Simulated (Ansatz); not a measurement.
# singlet C2H6B−: levels of theory compared

Wanted: a comparison of 4 runs (B3LYP/6-31G*, PBE0/def2-SVPD, SVWN5/def2-SVPD) of singlet C2H6B−. 

The results are computed with Ansatz 0.2.0.

36 further runs of the same task are left out: 36 set aside as unsound or not needed.

## (1) The structure to begin with

C2H6B− has 9 atoms, charge -1, and is taken as a singlet. SMILES of the parent species: `[BH]CC`. The coordinates come from a PBE0-D4/def2-TZVP relaxation. This is one conformer, not always the lowest. That shape belongs to the parent species and isn't relaxed for this state.

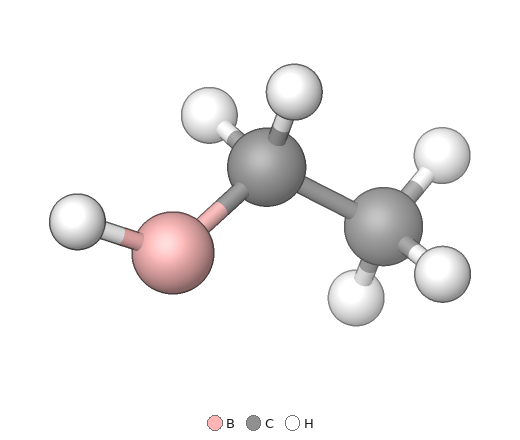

Viewed from a chosen angle; boron pink, carbon grey, hydrogen white.

## (2) A single-point energy at B3LYP/6-31G(d) (spherical functions) (run 1)

Contents of in.yaml:

```yaml
crystal:
  periodic: [false, false, false]
  atoms:
    - symbol: B
      position_ang: [-1.415300, 0.517300, -0.623600]
    - symbol: C
      position_ang: [0.077500, 0.346900, -0.300600]
    - symbol: C
      position_ang: [0.504700, -0.731500, 0.688600]
    - symbol: H
      position_ang: [-1.915600, 1.307200, -1.370300]
    - symbol: H
      position_ang: [0.580700, 0.211000, -1.273200]
    - symbol: H
      position_ang: [0.428600, 1.341200, 0.024500]
    - symbol: H
      position_ang: [1.588300, -0.746200, 0.828800]
    - symbol: H
      position_ang: [0.197300, -1.721000, 0.344100]
    - symbol: H
      position_ang: [0.042200, -0.571000, 1.664600]
basis:
  gaussian: {orbitals: 6-31G_st_-spherical.json}
accuracy: high
total_charge: -1
hamiltonian: {xc: {name: B3LYP}}
magnetization: {spin_polarized: false, initial_magnetization: 0}
output: {orbitals: {seedname: orbitals}}
```

The basis set 6-31G* is read from a file made from the Basis Set Exchange's data (not shown).

The run is started by

```console
ansatz run in.yaml --threads 1 --pin off --max-ram 3480MiB --events-out events.jsonl --progress --plain --runs-dir runs
```

Output:

```text
Warning: RAYON_NUM_THREADS=1 ignored (pool sized by the plan → 1); use --threads N
Functional definition: B3LYP
  name "B3LYP"
  parameter a0 = 0.2
  parameter ax = 0.72
  parameter ac = 0.81
  exchange = (1 - a0 - ax)*slater_x + ax*b88_x + a0*exact_x
  correlation = (1 - ac)*vwn_rpa_c + ac*lyp_c
1362 factors; integrals over basis functions are off by at most 2.8e-9 eV
mean field evaluation 1: about -2842.1539 eV, gradient 2.4e1 eV
mean field evaluation 2: about -2841.4959 eV, gradient 2.6e1 eV
mean field evaluation 4: about -2844.1207 eV, gradient 1.5e0 eV
mean field evaluation 8: about -2844.1208 eV, gradient 2.7e-2 eV
mean field evaluation 16: about -2844.1208 eV, gradient 8.7e-7 eV
mean field -2844.12083304 eV, -104.5195127997 hartree, gradient 5.4e-8 eV, S^2 0.000000; 0 other end points of the search recorded, 0 dependent functions left out
reference -2844.12086922 eV, -104.5195141294 hartree; 12, 12 occupied and 42, 42 virtual orbitals, 1362 factors
Total energy: -2844.12086922 eV, -104.5195141294 hartree
```

Run time: 3.6 s. Hardware: 1 thread of Intel Xeon Platinum 8259CL at 2.50GHz (Skylake/Cascade Lake), shared host; peak memory 0.17 GiB.

## (3) The energy at B3LYP/6-31G(d) (Cartesian functions) (run 2)

Contents of input.yaml:

```yaml
crystal:
  periodic: [false, false, false]
  atoms:
    - {symbol: B, position_ang: [-1.415300, 0.517300, -0.623600]}
    - {symbol: C, position_ang: [0.077500, 0.346900, -0.300600]}
    - {symbol: C, position_ang: [0.504700, -0.731500, 0.688600]}
    - {symbol: H, position_ang: [-1.915600, 1.307200, -1.370300]}
    - {symbol: H, position_ang: [0.580700, 0.211000, -1.273200]}
    - {symbol: H, position_ang: [0.428600, 1.341200, 0.024500]}
    - {symbol: H, position_ang: [1.588300, -0.746200, 0.828800]}
    - {symbol: H, position_ang: [0.197300, -1.721000, 0.344100]}
    - {symbol: H, position_ang: [0.042200, -0.571000, 1.664600]}
basis:
  gaussian: {orbitals: "6-31G*"}
total_charge: -1
magnetization: {spin_polarized: false, initial_magnetization: 0}
hamiltonian: {xc: {name: B3LYP}}
accuracy: high
output: {orbitals: {seedname: orbitals}}
```

The run is started by

```console
ansatz run input.yaml --threads 1 --pin off --max-ram 3480MiB --events-out events.jsonl --progress --plain --runs-dir runs
```

Output:

```text
Warning: RAYON_NUM_THREADS=1 ignored (pool sized by the plan → 1); use --threads N
Functional definition: B3LYP
  name "B3LYP"
  parameter a0 = 0.2
  parameter ax = 0.72
  parameter ac = 0.81
  exchange = (1 - a0 - ax)*slater_x + ax*b88_x + a0*exact_x
  correlation = (1 - ac)*vwn_rpa_c + ac*lyp_c
1372 factors; integrals over basis functions are off by at most 3.2e-9 eV
mean field evaluation 1: about -2842.2034 eV, gradient 2.4e1 eV
mean field evaluation 2: about -2841.5392 eV, gradient 2.7e1 eV
mean field evaluation 4: about -2844.1714 eV, gradient 1.5e0 eV
mean field evaluation 8: about -2844.1721 eV, gradient 4.9e-2 eV
mean field evaluation 16: about -2844.1721 eV, gradient 3.8e-6 eV
mean field -2844.17210078 eV, -104.5213968545 hartree, gradient 4.2e-8 eV, S^2 0.000000; 0 other end points of the search recorded, 0 dependent functions left out
reference -2844.17213695 eV, -104.5213981838 hartree; 12, 12 occupied and 45, 45 virtual orbitals, 1372 factors
Total energy: -2844.17213695 eV, -104.5213981838 hartree
```

Run time: 3.9 s. Hardware: 1 thread of Intel Xeon Platinum 8259CL at 2.50GHz (Skylake/Cascade Lake), shared host; peak memory 0.17 GiB.

## (4) A single-point energy at PBE0/def2-SVPD (run 3)

Changes to input.yaml since step 3:

```diff
@@ -13,7 +13,6 @@
 basis:
-  gaussian: {orbitals: "6-31G*"}
+  gaussian: {orbitals: def2-SVPD}
 total_charge: -1
-magnetization: {spin_polarized: false, initial_magnetization: 0}
-hamiltonian: {xc: {name: B3LYP}}
 accuracy: high
 output: {orbitals: {seedname: orbitals}}
+hamiltonian: {xc: {name: PBE0}}
```

The run is started by

```console
ansatz run input.yaml --threads 1 --pin off --max-ram 3480MiB --events-out events.jsonl --progress --plain --runs-dir runs
```

Output:

```text
Warning: RAYON_NUM_THREADS=1 ignored (pool sized by the plan → 1); use --threads N
Functional definition: PBE0
  name "PBE0"
  parameter a = 0.25
  parameter kappa = 0.804
  parameter beta = 0.06672455060314922
  exchange = (1 - a)*pbe_x(kappa = kappa, mu = beta*pi^2/3) + a*exact_x
  correlation = pbe_c(beta = beta)
2222 factors; integrals over basis functions are off by at most 3.1e-9 eV
mean field evaluation 1: about -2837.2633 eV, gradient 2.4e1 eV
mean field evaluation 2: about -2832.9127 eV, gradient 3.8e1 eV
mean field evaluation 4: about -2839.4920 eV, gradient 2.2e0 eV
mean field evaluation 8: about -2839.5069 eV, gradient 4.6e-2 eV
mean field evaluation 16: about -2839.5069 eV, gradient 6.3e-6 eV
mean field -2839.50688638 eV, -104.3499533874 hartree, gradient 2.8e-8 eV, S^2 0.000000; 0 other end points of the search recorded, 0 dependent functions left out
reference -2839.50688899 eV, -104.3499534835 hartree; 12, 12 occupied and 96, 96 virtual orbitals, 2222 factors
Total energy: -2839.50688899 eV, -104.3499534835 hartree
```

Wall time 9.6 s (1 thread of Intel Xeon Platinum 8259CL at 2.50GHz (Skylake/Cascade Lake), shared host); peak memory 0.34 GiB.

## (5) The energy at SVWN5/def2-SVPD (run 4)

Contents of run.yaml:

```yaml
crystal:
  periodic: [false, false, false]
  atoms:
    - {symbol: B, position_ang: [-1.415300, 0.517300, -0.623600]}
    - {symbol: C, position_ang: [0.077500, 0.346900, -0.300600]}
    - {symbol: C, position_ang: [0.504700, -0.731500, 0.688600]}
    - {symbol: H, position_ang: [-1.915600, 1.307200, -1.370300]}
    - {symbol: H, position_ang: [0.580700, 0.211000, -1.273200]}
    - {symbol: H, position_ang: [0.428600, 1.341200, 0.024500]}
    - {symbol: H, position_ang: [1.588300, -0.746200, 0.828800]}
    - {symbol: H, position_ang: [0.197300, -1.721000, 0.344100]}
    - {symbol: H, position_ang: [0.042200, -0.571000, 1.664600]}
basis:
  gaussian:
    orbitals: def2-SVPD
total_charge: -1
hamiltonian:
  xc: {name: SVWN5}
accuracy: high
output: {orbitals: {seedname: orbitals}}
```

The run is started by

```console
ansatz run run.yaml --threads 1 --pin off --max-ram 3480MiB --events-out events.jsonl --progress --plain --runs-dir runs
```

Output:

```text
Warning: RAYON_NUM_THREADS=1 ignored (pool sized by the plan → 1); use --threads N
Functional definition: SVWN5
  name "SVWN5"
  exchange = slater_x
  correlation = vwn5_c
2222 factors; integrals over basis functions are off by at most 3.1e-9 eV
mean field evaluation 1: about -2809.7245 eV, gradient 3.8e1 eV
mean field evaluation 2: about -2790.9588 eV, gradient 7.4e1 eV
mean field evaluation 4: about -2814.4476 eV, gradient 7.2e0 eV
mean field evaluation 8: about -2814.6274 eV, gradient 2.1e-1 eV
mean field evaluation 16: about -2814.6275 eV, gradient 1.4e-5 eV
mean field -2814.62751966 eV, -103.4356535243 hartree, gradient 7.5e-9 eV, S^2 0.000000; 0 other end points of the search recorded, 0 dependent functions left out
reference -2814.62752296 eV, -103.4356536457 hartree; 12, 12 occupied and 96, 96 virtual orbitals, 2222 factors
Total energy: -2814.62752296 eV, -103.4356536457 hartree
```

Run time: 6.3 s. Hardware: 1 thread of Intel Xeon Platinum 8259CL at 2.50GHz (Skylake/Cascade Lake), shared host; peak memory 0.3 GiB.

## (6) The series

```tsv
run	level	Cartesian functions	energy (Eh)	HOMO energy (eV)	LUMO energy (eV)	HOMO–LUMO gap (eV)	wall time
1	B3LYP/6-31G* (spherical functions)	no	-104.519514	4.14	6.26	2.12	3.6 s
2	B3LYP/6-31G* (Cartesian functions)	yes	-104.521398	4.14	6.26	2.12	3.9 s
3	PBE0/def2-SVPD	no	-104.349953	1.87	4.45	2.58	9.6 s
4	SVWN5/def2-SVPD	no	-103.435654	2.37	3.04	0.68	6.3 s
```

## (7) Outcome

```
                                                    quantity          value
                                         run 4: total energy  -103.43565 Eh
                                          run 4: HOMO energy        2.37 eV
                                          run 4: LUMO energy        3.04 eV
run 4: HOMO–LUMO gap (to an unbound level, set by the basis)        0.68 eV
```

**Reading.** The HOMO–LUMO gap runs from 0.68 eV (SVWN5/def2-SVPD) to 2.58 eV (PBE0/def2-SVPD). The empty levels of an anion lie above zero and hang on the basis. Totals of different functionals can't be ranked against each other. In runs 1, 2, 3, 4 the HOMO lies above zero, so the outermost electron may be held by the basis alone. All runs together took 23 s, the longest 9.6 s.
